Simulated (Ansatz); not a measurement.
C$_{10}$H$_{10}$Cl$_{2}$Hf

| atom | x (Å) | y (Å) | z (Å) |
| --- | --- | --- | --- |
| Cl | 0.7019 | -0.4021 | -2.7910 |
| Hf | 0.3079 | -0.4621 | -0.4139 |
| Cl | 1.2982 | -2.5977 | 0.1035 |
| C | -2.0543 | -0.6468 | -1.3150 |
| C | -2.0257 | 0.4279 | -0.4012 |
| C | -1.8031 | -0.1094 | 0.8914 |
| C | -1.6631 | -1.5020 | 0.7637 |
| C | -1.8115 | -1.8338 | -0.6038 |
| C | 0.6806 | 1.7910 | 0.6202 |
| C | 1.4870 | 1.7622 | -0.5305 |
| C | 2.5026 | 0.7973 | -0.3298 |
| C | 2.3270 | 0.2414 | 0.9484 |
| C | 1.1868 | 0.8323 | 1.5331 |
| H | -2.1809 | -0.5637 | -2.3825 |
| H | -2.1791 | 1.4691 | -0.6428 |
| H | -1.7509 | 0.4518 | 1.8117 |
| H | -1.4482 | -2.1972 | 1.5609 |
| H | -1.7164 | -2.8219 | -1.0269 |
| H | -0.1738 | 2.4307 | 0.7805 |
| H | 1.3426 | 2.3483 | -1.4254 |
| H | 3.2554 | 0.5144 | -1.0496 |
| H | 2.9241 | -0.5436 | 1.3842 |
| H | 0.7930 | 0.6140 | 2.5147 |

Geometry: PBE0-D4/def2-TZVP; core potentials replace the inner electrons of Hf.

Computed with Ansatz, RKS PBE0-D4/def2-TZVPP.

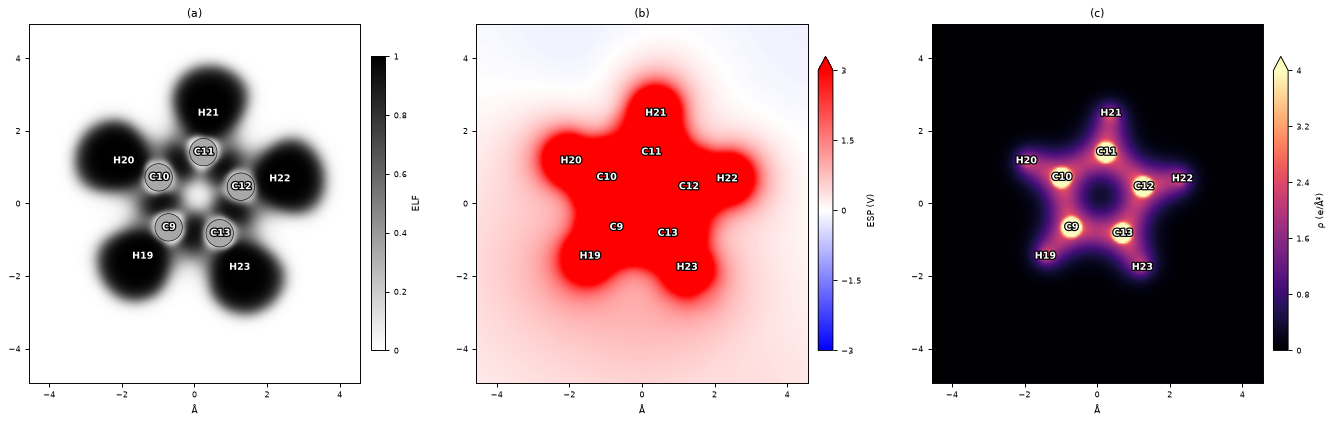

Figure 1. (a) ELF; (b) electrostatic potential; (c) electron density on the plane of atoms C11, C10 and H20. Grey discs cover the atomic cores in the ELF map.

Question: What do the fields say about this system?

Answer: The plane passes through C and H nuclei. C–C (1.40 Å): ρ is about 2.1 e/Å³ halfway; the ELF peaks at about 0.95 between the atoms; a covalent bond. C–H (1.08 Å): ρ is about 2.1 e/Å³ halfway; the ELF climbs to about 1 towards the hydrogen, as it does in any bond to H (an ordinary covalent bond to hydrogen). The potential has no marked negative region in this plane.

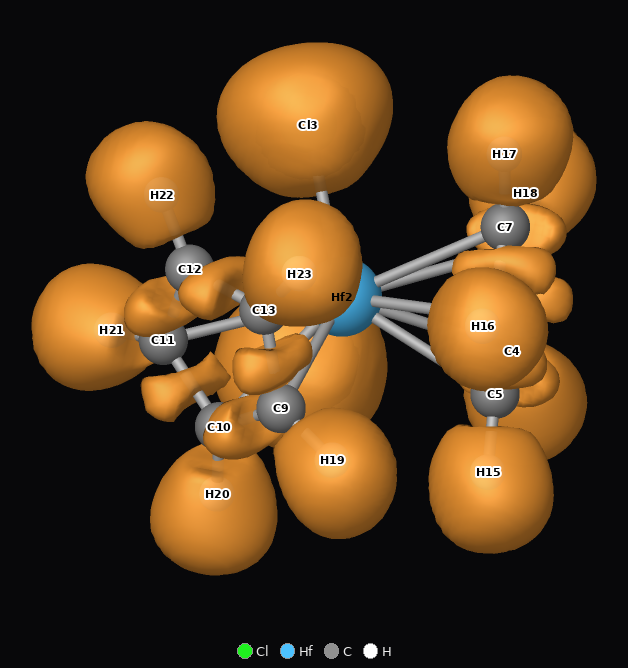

Figure 2. Isosurface of the electron localisation function at 0.8 (orange), seen at a tilt. Core shells and regions of very low density are left out.

Question: Identify the bonds, lone pairs and shells in this picture.

Answer: The surface consists of ten regions between bonded C–C atoms (shared pairs), ten regions around hydrogen nuclei and two regions wrapped around Cl (the valence shell of each).


 Hf–Cl (2.41 Å): the ELF peaks at about 0.85 in the valence shell of Cl, 0.8 Å from its nucleus, and is about 0.40 at the midpoint.

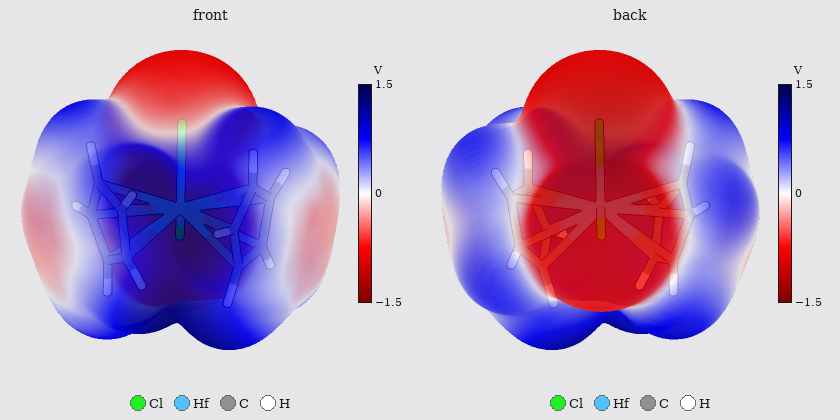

Figure 3. The electrostatic potential painted on the density surface at 0.001 e/bohr³, seen from the front and from behind; the colour scale runs from red (negative) to blue (positive).

Question: Describe the electrostatic potential map.

Answer: The most negative region (about −1.1 V) lies over Cl1 and Cl3, the most positive (about +1.3 V) over H16 and H19.
